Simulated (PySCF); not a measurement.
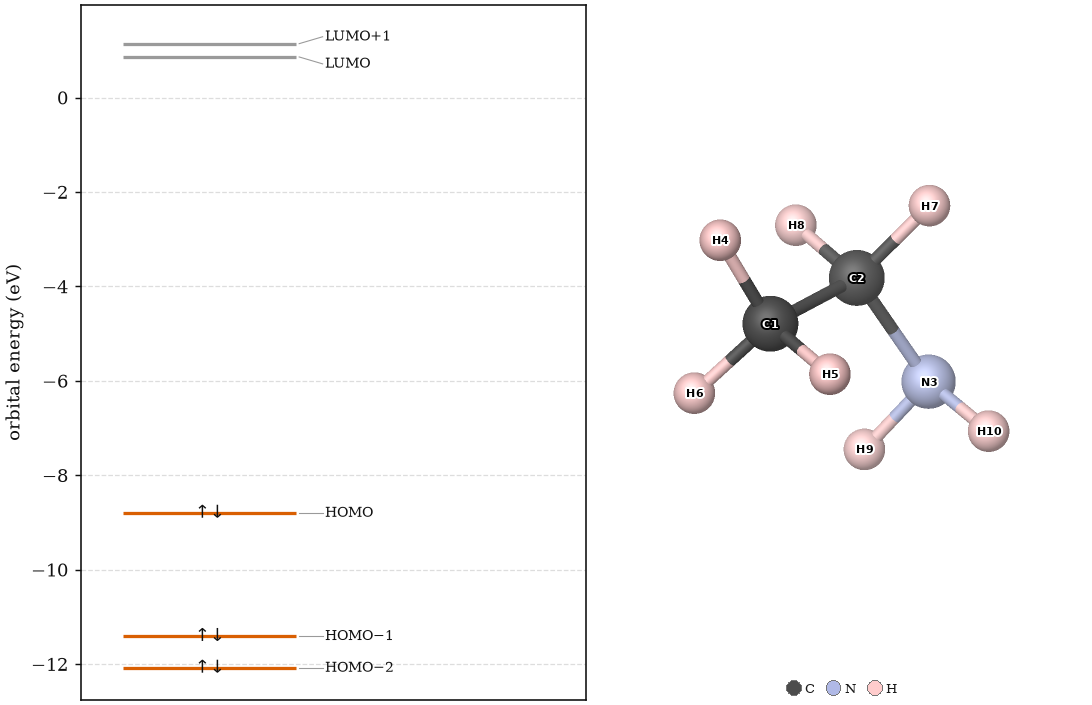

C₂H₇N (ethylamine), SMILES CCN. Kohn-Sham orbital energies near the frontier, ωB97X-D/aug-cc-pVTZ with PySCF 2.14.0, at a PBE0-D3(BJ)/def2-TZVP geometry (no frequency check), isolated molecule; empty levels in grey, levels within 0.03 eV side by side.

**Where do the frontier orbitals lie?**

HOMO at −8.80 eV, LUMO at 0.86 eV, 9.66 eV apart.

**How does −ε(HOMO) compare with the ΔSCF vertical ionisation energy at this level?**

−ε(HOMO) is 8.80 eV, the ΔSCF value 9.41 eV; the orbital energy is 0.61 eV too shallow.

Caveats: empty levels above zero depend strongly on the basis.
